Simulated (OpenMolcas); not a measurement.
# GaH2O2F (SMILES [OH][Ga]([OH])[F]): levels of theory compared

Aim: a comparison of 6 runs (HF/STO-3G, HF/3-21G, B3LYP/6-31G*, PBE/6-31G*, TPSS/6-31G*, revPBE/6-31G*) of GaH2O2F. 

The calculation is run with OpenMolcas 26.06.

## Step 1: Starting point

GaH2O2F has 6 atoms, charge 0, and is taken as a singlet. As SMILES, `[OH][Ga]([OH])[F]`. The coordinates come from a PBE0-D4/def2-TZVP relaxation. This is one conformer, not always the lowest.

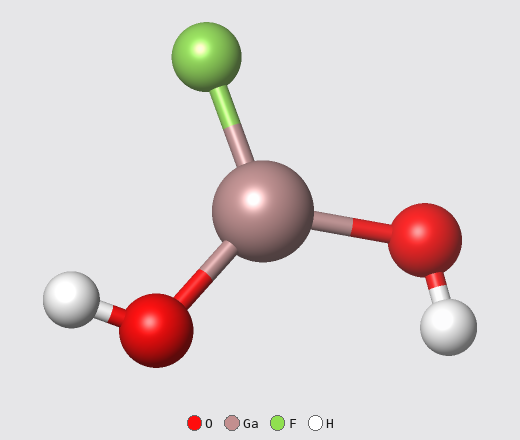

Viewed from a chosen angle; oxygen red, gallium pink, fluorine green, hydrogen white.

## Step 2: Energy and forces at HF/STO-3G (run 1)

File input.xyz:

```xyz
6

O     -0.297200     1.351000    -0.574800
Ga    -0.068200    -0.342400    -0.117600
O      0.794400    -0.842300     1.335300
F     -0.722600    -1.588800    -1.144800
H     -0.788800     1.459000    -1.392800
H      1.124200    -0.100400     1.848500
```

File run.inp:

```
* FGaH2O2 Hartree-Fock

&GATEWAY
  BasLib
  $CurrDir
  Coord
  input.xyz
  Basis
  STO-3G
  Group
  NoSym

&SEWARD

&SCF
  Thresholds
  1e-10 1e-07 1e-07 1e-05
  PrOrbitals
  0

&ALASKA
```

The basis set STO-3G is read from a file made from the Basis Set Exchange's data (not shown).

On the command line:

```bash
$ export MOLCAS_MEM=1860
$ pymolcas run.inp > run.log
```

What it wrote:

```text
--- Start Module: gateway ---
[...]
--- Stop Module: gateway /rc=_RC_ALL_IS_WELL_ ---
[...]
      Basis functions           35
[...]
--- Start Module: scf ---
[...]
       Convergence after  15 Iterations
[...]
::    Total SCF energy                              -2147.7908541431
[...]
      Total spin, S                                     0.0000000000
[...]
      Total electronic charge=   58.000000
      Total            charge=   -0.000000
[...]
      Dipole Moment (debye):
      Origin of the operator (angstrom)=   -0.0831   -0.3632   -0.1413
                   X= -1.1956E-01               Y=  1.1807E+00               Z= -2.5028E-01           Total=  1.2128E+00
      Quadrupole Moment (debye*angstrom):
[...]
--- Stop Module: scf /rc=_RC_ALL_IS_WELL_ ---
--- Start Module: alaska ---
[...]
 *              Molecular gradients               *
 **************************************************
  Irreducible representation: a
 ------------------------------------------------------------------------------------------
                              X                       Y                       Z
 ------------------------------------------------------------------------------------------
  O1               -2.43867908340083E-02    7.04905029613094E-02   -4.36100626948464E-02
  GA2              -9.00892948246068E-03   -1.63049174827510E-02   -1.42248719566564E-02
  O3                4.68392207817274E-02    7.17141907682439E-03    7.73368327926285E-02
  F4               -2.05050697922591E-02   -3.80327317889630E-02   -3.22301269609682E-02
  H5                1.49426106189141E-02    6.60789088791525E-04    2.46997241596034E-02
  H6               -7.88104129193012E-03   -2.39850618551332E-02   -1.19714953397598E-02
 ------------------------------------------------------------------------------------------
--- Stop Module: alaska /rc=_RC_ALL_IS_WELL_ ---
[...]
```

It took 2 s on 1 thread of Arm Neoverse V2, shared host; peak memory 0.37 GiB.

## Step 3: Energy and gradient at HF/3-21G (run 2)

File mol.inp:

```
>>> EXPORT MOLCAS_PRINT=2

&gateway
  baslib
  $CurrDir
  coord
  6
  angstrom
  O       -0.297200       1.351000      -0.574800
  Ga      -0.068200      -0.342400      -0.117600
  O        0.794400      -0.842300       1.335300
  F       -0.722600      -1.588800      -1.144800
  H       -0.788800       1.459000      -1.392800
  H        1.124200      -0.100400       1.848500
  basis
  3-21G
  group
  NoSym

&seward

&scf
  thresholds
  1e-10 1e-07 1e-07 1e-05
  prorbitals
  1 1

&alaska
```

The basis set 3-21G is read from a file made from the Basis Set Exchange's data (not shown).

On the command line:

```bash
$ export MOLCAS_MEM=1860
$ pymolcas mol.inp > mol.log
```

What it wrote:

```text
--- Start Module: gateway ---
[...]
--- Stop Module: gateway /rc=_RC_ALL_IS_WELL_ ---
[...]
      Basis functions           53
[...]
--- Start Module: scf ---
[...]
       Convergence after  13 Iterations
[...]
::    Total SCF energy                              -2162.9445830372
[...]
      Total spin, S                                     0.0000000000
[...]
      Total electronic charge=   58.000000
      Total            charge=   -0.000000
[...]
      Dipole Moment (debye):
      Origin of the operator (angstrom)=   -0.0831   -0.3632   -0.1413
                   X= -6.0878E-02               Y=  2.2642E+00               Z= -2.0145E-01           Total=  2.2740E+00
      Quadrupole Moment (debye*angstrom):
[...]
--- Stop Module: scf /rc=_RC_ALL_IS_WELL_ ---
--- Start Module: alaska ---
[...]
 *              Molecular gradients               *
 **************************************************
  Irreducible representation: a
 ------------------------------------------------------------------------------------------
                              X                       Y                       Z
 ------------------------------------------------------------------------------------------
  O1               -2.63217753519296E-03    3.49138322201625E-02   -5.97789978455454E-03
  GA2               2.34526576785776E-03    1.37965295516325E-02    3.25143845900411E-03
  O3                1.51974192688265E-02   -1.41229249389632E-02    2.58420710274869E-02
  F4               -1.13522199386811E-02   -2.44702929415759E-02   -1.76859221476633E-02
  H5                2.59074822307337E-03   -1.12398607356732E-02    4.81348571136486E-03
  H6               -6.14903578585246E-03    1.12271684434306E-03   -1.02431732655828E-02
 ------------------------------------------------------------------------------------------
--- Stop Module: alaska /rc=_RC_ALL_IS_WELL_ ---
[...]
```

Run time: 2.4 s. Hardware: 1 thread of Arm Neoverse V2, shared host; peak memory 0.38 GiB.

Runs 3 to 5 aren't shown in full; the table further down has their settings and results.

## Step 4: Energy and forces at revPBE/6-31G(d) (spherical functions) (run 6)

File test.input:

```
>>> EXPORT MOLCAS_PRINT=2

&GATEWAY
  BasLib = $CurrDir
  Coord
  6
  angstrom
  O       -0.297200       1.351000      -0.574800
  Ga      -0.068200      -0.342400      -0.117600
  O        0.794400      -0.842300       1.335300
  F       -0.722600      -1.588800      -1.144800
  H       -0.788800       1.459000      -1.392800
  H        1.124200      -0.100400       1.848500
  Basis = 6-31Gs
  Group = NoSym

&SEWARD
  GridInput
  Grid=UltraFine
  End of Grid

&SCF
  KSDFT = revPBE
  Thresholds = 1e-10 1e-07 1e-07 1e-05
  PrOrbitals = 1 1

&ALASKA
```

The basis set 6-31G* is read from a file made from the Basis Set Exchange's data (not shown).

On the command line:

```bash
$ export MOLCAS_MEM=1860
$ pymolcas test.input > test.log
```

What it wrote:

```text
--- Start Module: gateway ---
[...]
--- Stop Module: gateway /rc=_RC_ALL_IS_WELL_ ---
[...]
      Basis functions           78
[...]
--- Start Module: scf ---
[...]
       Convergence after  16 Iterations
[...]
::    Total KS-DFT energy                           -2175.9146977072
[...]
      Total spin, S                                     0.0000000000
[...]
      Total electronic charge=   58.000000
      Total            charge=   -0.000000
[...]
      Dipole Moment (debye):
      Origin of the operator (angstrom)=   -0.0831   -0.3632   -0.1413
                   X=  7.7648E-02               Y=  1.8877E+00               Z=  4.4813E-02           Total=  1.8898E+00
      Quadrupole Moment (debye*angstrom):
[...]
--- Stop Module: scf /rc=_RC_ALL_IS_WELL_ ---
[...]
--- Start Module: alaska ---
[...]
 *              Molecular gradients               *
 **************************************************
  Irreducible representation: a
 ------------------------------------------------------------------------------------------
                              X                       Y                       Z
 ------------------------------------------------------------------------------------------
  O1               -7.70559969943307E-03   -2.03187136525855E-02   -1.18121072025397E-02
  GA2               2.27223649996633E-03    1.02041893332538E-03    3.70203343492981E-03
  O3               -4.23509183280579E-03    2.22062264044904E-02   -8.02258749792628E-03
  F4                5.38316096491442E-03    1.13217457518964E-02    8.40525468847275E-03
  H5                9.08565881079415E-03    9.76219906096754E-04    1.49933237896436E-02
  H6               -4.80036474352064E-03   -1.52058973431934E-02   -7.26591721261904E-03
 ------------------------------------------------------------------------------------------
--- Stop Module: alaska /rc=_RC_ALL_IS_WELL_ ---
[...]
```

It took 22 s on 1 thread of Arm Neoverse V2, shared host; peak memory 0.44 GiB.

## Step 5: All runs side by side

```tsv
run	level	integration grid	energy (Eh)	dipole moment (D)	HOMO energy (eV)	LUMO energy (eV)	wall time
1	HF/STO-3G	–	-2147.790854	1.21	-7.96	6.55	2 s
2	HF/3-21G	–	-2162.944583	2.27	-13.05	2.31	2.4 s
3	B3LYP/6-31G* (spherical functions)	UltraFine	-2176.186750	1.96	-8.70	-1.63	21 s
4	PBE/6-31G* (spherical functions)	UltraFine	-2175.596750	1.91	-7.22	-2.20	22 s
5	TPSS/6-31G* (spherical functions)	UltraFine	-2176.150025	1.91	-7.37	-2.05	28 s
6	revPBE/6-31G* (spherical functions)	UltraFine	-2175.914698	1.89	-7.17	-2.11	22 s
```

## Step 6: Outcome

```
                       quantity           value
            run 6: total energy  -2175.91470 Eh
           run 6: dipole moment          1.89 D
             run 6: HOMO energy        -7.17 eV
             run 6: LUMO energy        -2.11 eV
           run 6: HOMO–LUMO gap         5.06 eV
run 6: largest force on an atom      1.272 eV/Å
```

**Reading.** The dipole moment (its size) runs from 1.21 D (HF/STO-3G) to 2.27 D (HF/3-21G). The HOMO–LUMO gap runs from 5.02 eV (PBE/6-31G*) to 15.36 eV (HF/3-21G). The two ends differ in method and basis. Totals of different functionals can't be ranked against each other. In run 1 the basis is minimal, so the values are rough. All runs together took 98 s, the longest 28 s.
